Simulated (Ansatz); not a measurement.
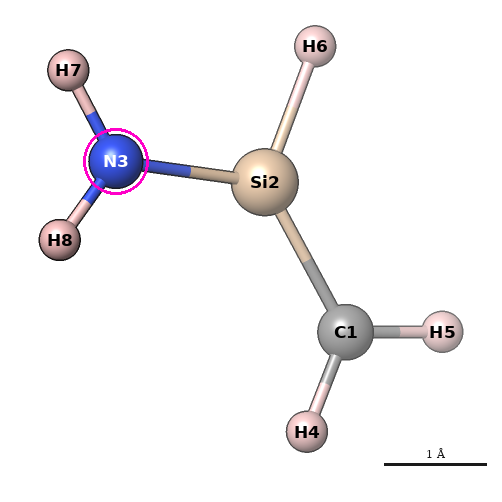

Orthographic view. Depth is shown by fading: the farther an atom, the more it takes the colour of the background. Computed geometry: PBE-D4/def2-SVP optimisation. No frequency run is at hand to confirm it as a minimum.

Which atoms are bonded to the circled atom?

Answer. The circled atom is N3; it is bonded to Si2, H7, H8.

What is the shortest path along bonds from the circled atom to H4?

Answer. N3–Si2–C1–H4, 3 bonds; through space the two are 3.39 Å apart.

Which two atoms are farthest apart in space?

Answer. H5 and H7, 4.86 Å.
